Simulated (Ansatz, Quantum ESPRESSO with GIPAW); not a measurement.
# 7Li and 45Sc NMR of Cs2LiScCl6, calculated

What would the 7Li NMR spectrum of Cs2LiScCl6 look like, and which site gives which line?

Program: Quantum ESPRESSO with GIPAW 8.0dev (patched build). Level of theory: DFT, PBEsol, plane-wave PAW (pslibrary 1.0.0 recipes), scalar-relativistic, GIPAW; a patched development version of the program. Results are calculated unless marked as measured.

### Step 1. The starting structure

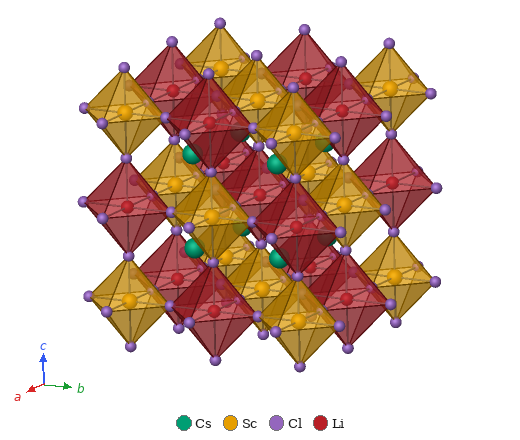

Start, viewed slightly off an axis; caesium teal, scandium orange, chlorine purple, lithium red. This picture shows the conventional cell, with its axes. Some periodic images of atoms are drawn too.

The cell is a computed entry of the Materials Project; it need not be the form that is stable at ambient conditions.

This structure had its atoms relaxed beforehand (DFT, PBEsol, plane-wave PAW, default files (PAW set soft_2), scalar-relativistic, Ansatz), starting from the database entry, since shieldings follow bond lengths closely.

### Step 2. The SCF step

First the ground state. The response equations take the occupied wavefunctions as exact, so conv_thr is set much tighter than for an energy. No empty states are asked for: the response is solved without them. The mesh has a spacing of 0.35 Å⁻¹ at most. The PAW files were made with ld1.x from the pslibrary 1.0.0 recipes, with GIPAW reconstruction switched on (the recipe of Cs slightly mended, as the packaged one fails to give a sound file).

The input, scf.in:

```
&control
  calculation = 'scf'
  prefix = 'x'
  outdir = './tmp/'
  pseudo_dir = './'
/
&system
  ibrav = 0
  nat = 10
  ntyp = 4
  ecutwfc = 60
  ecutrho = 410
  nbnd = 37
/
&electrons
  conv_thr = 1.0d-10
  mixing_beta = 0.7
  electron_maxstep = 100
/
ATOMIC_SPECIES
  Cs 132.905 Cs.pbesol-spnd-kjpaw_psl.1.0.0-gipaw.UPF
  Sc 44.956 Sc.pbesol-spn-kjpaw_psl.1.0.0-gipaw.UPF
  Cl 35.450 Cl.pbesol-n-kjpaw_psl.1.0.0-gipaw.UPF
  Li 6.940 Li.pbesol-sl-kjpaw_psl.1.0.0-gipaw.UPF
CELL_PARAMETERS angstrom
  0.00000000 5.20595300 5.20595300
  5.20595300 0.00000000 5.20595300
  5.20595300 5.20595300 0.00000000
ATOMIC_POSITIONS crystal
  Cs 0.25000000 0.25000000 0.25000000
  Cs 0.75000000 0.75000000 0.75000000
  Sc 0.00000000 -0.00000000 0.00000000
  Cl 0.75987241 0.75987241 0.24012759
  Cl 0.75987241 0.24012759 0.75987241
  Cl 0.24012759 0.75987241 0.24012759
  Cl 0.24012759 0.75987241 0.75987241
  Cl 0.24012759 0.24012759 0.75987241
  Cl 0.75987241 0.24012759 0.24012759
  Li 0.50000000 0.50000000 0.50000000
K_POINTS automatic
  3 3 3 0 0 0
```

The run is started by

```console
> mpirun -np 4 pw.x -nk 4 -in scf.in > scf.out
```

The program printed:

```text
using ibrav=0 with symmetry is DISCOURAGED, use correct ibrav instead

     bravais-lattice index     =            0
     lattice parameter (alat)  =      13.9128  a.u.
     unit-cell volume          =    1904.2647 (a.u.)^3
     number of atoms/cell      =           10
     number of atomic types    =            4
     number of electrons       =        74.00
     number of Kohn-Sham states=           37
     kinetic-energy cutoff     =      60.0000  Ry
     charge density cutoff     =     410.0000  Ry
     scf convergence threshold =      1.0E-10
     mixing beta               =       0.7000
     number of iterations used =            8  plain     mixing
     Exchange-correlation= SLA-PW-PSX-PSC
                           (   1   4  10   8   0   0   0)
[...]
Cs                9.00   132.90500     Cs( 1.00)
     Sc               11.00    44.95600     Sc( 1.00)
     Cl                7.00    35.45000     Cl( 1.00)
     Li                3.00     6.94000     Li( 1.00)

     48 Sym. Ops., with inversion, found
[...]
number of k points=     4
[...]
Dense  grid:   267379 G-vectors     FFT dimensions: (  90,  90,  90)

     Smooth grid:   119541 G-vectors     FFT dimensions: (  72,  72,  72)

     Check: negative core charge=   -0.000003

     Initial potential from superposition of free atoms

     starting charge      73.9147, renormalised to      74.0000
     Starting wfcs are   49 randomized atomic wfcs

     Self-consistent Calculation

     iteration #  1     ecut=    60.00 Ry     beta= 0.70
     Davidson diagonalization with overlap
     ethr =  1.00E-02,  avg # of iterations =  1.2

     Threshold (ethr) on eigenvalues was too large:
     Diagonalizing with lowered threshold

     Davidson diagonalization with overlap
     ethr =  4.47E-04,  avg # of iterations =  4.0

     total energy              =   -1457.86970742 Ry
     estimated scf accuracy    <       0.27682576 Ry

     iteration #  2     ecut=    60.00 Ry     beta= 0.70
     Davidson diagonalization with overlap
     ethr =  3.74E-04,  avg # of iterations =  8.8

     total energy              =   -1457.90555452 Ry
     estimated scf accuracy    <       0.33417509 Ry

     iteration #  3     ecut=    60.00 Ry     beta= 0.70
[...]
total energy              =   -1457.98285405 Ry
     estimated scf accuracy    <       0.01555650 Ry

[...]
total energy              =   -1457.99334534 Ry
[...]
iteration # 16     ecut=    60.00 Ry     beta= 0.70
     Davidson diagonalization with overlap
     ethr =  2.99E-12,  avg # of iterations =  1.8

     total energy              =   -1457.99334534 Ry
     estimated scf accuracy    <          1.6E-09 Ry

     iteration # 17     ecut=    60.00 Ry     beta= 0.70
     Davidson diagonalization with overlap
     ethr =  2.22E-12,  avg # of iterations =  6.0

     End of self-consistent calculation
     [one-electron energies left out]

!    total energy              =   -1457.99334534 Ry
     total all-electron energy =    -38208.210218 Ry
     estimated scf accuracy    <          4.5E-12 Ry

     The total energy is the sum of the following terms:
     one-electron contribution =    -112.79581590 Ry
     hartree contribution      =      85.15770993 Ry
     xc contribution           =    -127.39484606 Ry
     ewald contribution        =    -266.21149166 Ry
     one-center paw contrib.   =   -1036.74890164 Ry

     convergence has been achieved in  17 iterations
[...]
JOB DONE.
```

Run time: 43 s. Hardware: 4 MPI ranks of AMD EPYC 9R45, shared host; peak memory 1.7 GiB.

It converged in 17 cycles to an estimated accuracy of 4e-12 Ry, on 4 irreducible k-points.

### Step 3. Magnetic response

A uniform field breaks periodicity, so gipaw.x applies it as a wave of small q and takes the limit. It solves for the first-order states, builds the induced current and gets the field at each nucleus by Biot–Savart; the PAW spheres add what the smooth waves miss near the nuclei. pawproj makes the reconstruction use the PAW data sets' own projectors.

The input, nmr.in:

```
&inputgipaw
  job = 'nmr'
  prefix = 'x'
  tmp_dir = './tmp/'
  restart_mode = 'from_scratch'
  verbosity = 'low'
  q_gipaw = 0.01
  spline_ps = .true.
  conv_threshold = 1.0d-14
  use_nmr_macroscopic_shape = .false.
  pawproj(1) = .true.
  pawproj(2) = .true.
  pawproj(3) = .true.
  pawproj(4) = .true.
/
```

The run is started by

```console
> mpirun -np 4 gipaw.x -in nmr.in > nmr.out
```

The program printed:

```text
[banner, memory and clock lines left out]
[a note of our patched build left out]

     Parallelizing q-star over 1 images

     IMPORTANT: XC functional enforced from input :
     Exchange-correlation= PBESOL
                           (   1   4  10   8   0   0   0)
     Any further DFT definition will be discarded
     Please, verify this is what you really want

     Check: negative core charge=   -0.000003
[...]
projs nearly linearly dependent: l=0  n1,n2= 1, 2  s=  0.99599683
[...]
alpha_pv=     96.1797 eV

     spline_ps is .false., expect some extrapolation errors

     q-space interpolation up to    72.00 Rydberg

     GIPAW job: nmr
     NMR macroscopic correction: no
[...]
Computing the magnetic susceptibility     isolve=0    ethr=  0.1000E-13
     Starting from scratch
     k-point #    1 of     4      pool #  1    cpu time:       2.8
[...]
End of magnetic susceptibility calculation

     f-sum rule (1st term):
           -81.1323         -0.0000         -0.0000
            -0.0000        -81.1323         -0.0000
            -0.0000         -0.0000        -81.1323

     f-sum rule (2nd term):
            -0.9354          0.0000         -0.0000
             0.0000         -0.9354         -0.0000
            -0.0000          0.0000         -0.9354

     f-sum rule (should be   -82.0358):
           -82.0677         -0.0000         -0.0000
            -0.0000        -82.0677         -0.0000
            -0.0000         -0.0000        -82.0677

[... susceptibilities left out ...]
     Contributions to the NMR chemical shifts: -------------------------------

     Macroscopic shape contribution in ppm:                    0.00
             0.0000          0.0000          0.0000
             0.0000          0.0000          0.0000
             0.0000          0.0000          0.0000

     Core contribution in ppm:

     Atom  1  Cs  pos: (  0.353553  0.353553  0.353553)  core sigma:        5983.18
     Atom  2  Cs  pos: (  1.060660  1.060660  1.060660)  core sigma:        5983.18
     Atom  3  Sc  pos: (  0.000000  0.000000  0.000000)  core sigma:        1336.06
     Atom  4  Cl  pos: (  0.707107  0.707107  1.074622)  core sigma:        1049.87
     Atom  5  Cl  pos: (  0.707107  1.074622  0.707107)  core sigma:        1049.87
     Atom  6  Cl  pos: (  0.707107  0.339592  0.707107)  core sigma:        1049.87
     Atom  7  Cl  pos: (  1.074622  0.707107  0.707107)  core sigma:        1049.87
     Atom  8  Cl  pos: (  0.707107  0.707107  0.339592)  core sigma:        1049.87
     Atom  9  Cl  pos: (  0.339592  0.707107  0.707107)  core sigma:        1049.87
     Atom 10  Li  pos: (  0.707107  0.707107  0.707107)  core sigma:           0.00

     Bare contribution in ppm:

     Atom  1  Cs  pos: (  0.353553  0.353553  0.353553)  bare sigma:          95.44
[...]
Atom  2  Cs  pos: (  1.060660  1.060660  1.060660)  bare sigma:          95.44
[...]
Atom  3  Sc  pos: (  0.000000  0.000000  0.000000)  bare sigma:        -104.05
[...]
Atom  4  Cl  pos: (  0.707107  0.707107  1.074622)  bare sigma:          50.73
[...]
Atom  5  Cl  pos: (  0.707107  1.074622  0.707107)  bare sigma:          50.73
[...]
Atom  6  Cl  pos: (  0.707107  0.339592  0.707107)  bare sigma:          50.73
[...]
Atom  7  Cl  pos: (  1.074622  0.707107  0.707107)  bare sigma:          50.73
[...]
Atom  8  Cl  pos: (  0.707107  0.707107  0.339592)  bare sigma:          50.73
[...]
Atom  9  Cl  pos: (  0.339592  0.707107  0.707107)  bare sigma:          50.73
[...]
Atom 10  Li  pos: (  0.707107  0.707107  0.707107)  bare sigma:          12.76
[...]
Diamagnetic contribution in ppm:

     Atom  1  Cs  pos: (  0.353553  0.353553  0.353553)  dia sigma:         -22.59
[...]
Atom  2  Cs  pos: (  1.060660  1.060660  1.060660)  dia sigma:         -22.59
[...]
Atom  3  Sc  pos: (  0.000000  0.000000  0.000000)  dia sigma:          -9.24
[...]
Atom  4  Cl  pos: (  0.707107  0.707107  1.074622)  dia sigma:          -7.98
[...]
Atom  5  Cl  pos: (  0.707107  1.074622  0.707107)  dia sigma:          -7.98
[...]
Atom  6  Cl  pos: (  0.707107  0.339592  0.707107)  dia sigma:          -7.98
[...]
Atom  7  Cl  pos: (  1.074622  0.707107  0.707107)  dia sigma:          -7.98
[...]
Atom  8  Cl  pos: (  0.707107  0.707107  0.339592)  dia sigma:          -7.98
[...]
Atom  9  Cl  pos: (  0.339592  0.707107  0.707107)  dia sigma:          -7.98
[...]
Atom 10  Li  pos: (  0.707107  0.707107  0.707107)  dia sigma:          71.45
[...]
Paramagnetic contribution in ppm:

     Atom  1  Cs  pos: (  0.353553  0.353553  0.353553)  para sigma:       -3192.83
[...]
Atom  2  Cs  pos: (  1.060660  1.060660  1.060660)  para sigma:       -3192.83
[...]
Atom  3  Sc  pos: (  0.000000  0.000000  0.000000)  para sigma:        -434.96
[...]
Atom  4  Cl  pos: (  0.707107  0.707107  1.074622)  para sigma:        -639.03
[...]
Atom  5  Cl  pos: (  0.707107  1.074622  0.707107)  para sigma:        -639.03
[...]
Atom  6  Cl  pos: (  0.707107  0.339592  0.707107)  para sigma:        -639.03
[...]
Atom  7  Cl  pos: (  1.074622  0.707107  0.707107)  para sigma:        -639.03
[...]
Atom  8  Cl  pos: (  0.707107  0.707107  0.339592)  para sigma:        -639.03
[...]
Atom  9  Cl  pos: (  0.339592  0.707107  0.707107)  para sigma:        -639.03
[...]
Atom 10  Li  pos: (  0.707107  0.707107  0.707107)  para sigma:          -1.18
[...]
Paramagnetic US occ-occ contribution in ppm:

     Atom  1  Cs  pos: (  0.353553  0.353553  0.353553)  para_oo sigma:          -1.18
[...]
Atom  2  Cs  pos: (  1.060660  1.060660  1.060660)  para_oo sigma:          -1.18
[...]
Atom  3  Sc  pos: (  0.000000  0.000000  0.000000)  para_oo sigma:          -1.96
[...]
Atom  4  Cl  pos: (  0.707107  0.707107  1.074622)  para_oo sigma:           3.29
[...]
Atom  5  Cl  pos: (  0.707107  1.074622  0.707107)  para_oo sigma:           3.29
[...]
Atom  6  Cl  pos: (  0.707107  0.339592  0.707107)  para_oo sigma:           3.29
[...]
Atom  7  Cl  pos: (  1.074622  0.707107  0.707107)  para_oo sigma:           3.29
[...]
Atom  8  Cl  pos: (  0.707107  0.707107  0.339592)  para_oo sigma:           3.29
[...]
Atom  9  Cl  pos: (  0.339592  0.707107  0.707107)  para_oo sigma:           3.29
[...]
Atom 10  Li  pos: (  0.707107  0.707107  0.707107)  para_oo sigma:          -0.00
[...]
Paramagnetic US L_R Q_R contribution in ppm:

     Atom  1  Cs  pos: (  0.353553  0.353553  0.353553)  para_lq sigma:        2621.51
[...]
Atom  2  Cs  pos: (  1.060660  1.060660  1.060660)  para_lq sigma:        2621.51
[...]
Atom  3  Sc  pos: (  0.000000  0.000000  0.000000)  para_lq sigma:        -357.77
[...]
Atom  4  Cl  pos: (  0.707107  0.707107  1.074622)  para_lq sigma:         147.80
[...]
Atom  5  Cl  pos: (  0.707107  1.074622  0.707107)  para_lq sigma:         147.80
[...]
Atom  6  Cl  pos: (  0.707107  0.339592  0.707107)  para_lq sigma:         147.80
[...]
Atom  7  Cl  pos: (  1.074622  0.707107  0.707107)  para_lq sigma:         147.80
[...]
Atom  8  Cl  pos: (  0.707107  0.707107  0.339592)  para_lq sigma:         147.80
[...]
Atom  9  Cl  pos: (  0.339592  0.707107  0.707107)  para_lq sigma:         147.80
[...]
Atom 10  Li  pos: (  0.707107  0.707107  0.707107)  para_lq sigma:          -0.04
[...]
Total NMR chemical shifts in ppm: ---------------------------------------
     (adopting the Simpson convention for anisotropy and asymmetry)-----------

     Atom  1  Cs  pos: (  0.353553  0.353553  0.353553)  Total sigma:        5483.53
          5483.5333         -0.0000          0.0000
            -0.0000       5483.5333         -0.0000
             0.0000         -0.0000       5483.5333

     Cs      1    anisotropy:     -0.00    eta:    0.0000
[...]
Atom  2  Cs  pos: (  1.060660  1.060660  1.060660)  Total sigma:        5483.53
[... its tensor is left out ...]
     Atom  3  Sc  pos: (  0.000000  0.000000  0.000000)  Total sigma:         428.07
           428.0748         -0.0000          0.0000
            -0.0000        428.0748          0.0000
             0.0000          0.0000        428.0748

     Sc      3    anisotropy:      0.00    eta:    0.0000
[...]
Atom  4  Cl  pos: (  0.707107  0.707107  1.074622)  Total sigma:         604.68
           499.7745         -0.0000          0.0000
             0.0000        499.7745          0.0000
             0.0000         -0.0000        814.5031

     Cl      4    anisotropy:    314.73    eta:    0.0000
[...]
Atom  5  Cl  pos: (  0.707107  1.074622  0.707107)  Total sigma:         604.68
[... its tensor is left out ...]
     Atom  6  Cl  pos: (  0.707107  0.339592  0.707107)  Total sigma:         604.68
[... its tensor is left out ...]
     Atom  7  Cl  pos: (  1.074622  0.707107  0.707107)  Total sigma:         604.68
[... its tensor is left out ...]
     Atom  8  Cl  pos: (  0.707107  0.707107  0.339592)  Total sigma:         604.68
[... its tensor is left out ...]
     Atom  9  Cl  pos: (  0.339592  0.707107  0.707107)  Total sigma:         604.68
[... its tensor is left out ...]
     Atom 10  Li  pos: (  0.707107  0.707107  0.707107)  Total sigma:          82.99
            82.9868          0.0000          0.0000
             0.0000         82.9868          0.0000
             0.0000          0.0000         82.9868

     Li     10    anisotropy:     -0.00    eta:    0.0000
[...]
```

It took 5.3 min on 4 MPI ranks; peak memory 1.1 GiB; 21 min of CPU time.

(Continued in part 2 of 2.)

[Banner, clock, file and message-heading lines were taken out of the pw.x and gipaw.x logs.]

[Logs are printed without paths, hosts, clocks, repeated set-up lines and the standing remarks that a program may print on its own settings, such as how far it seeks lower states.]

[Hosts, paths, dates, database ids (printed as entryN), source tags and the programs' standing remarks are cut or masked in the printed files.]

[Where no reference line passes its bar on scatter, no shift is given, so a measured shift of this compound may stand uncompared.]
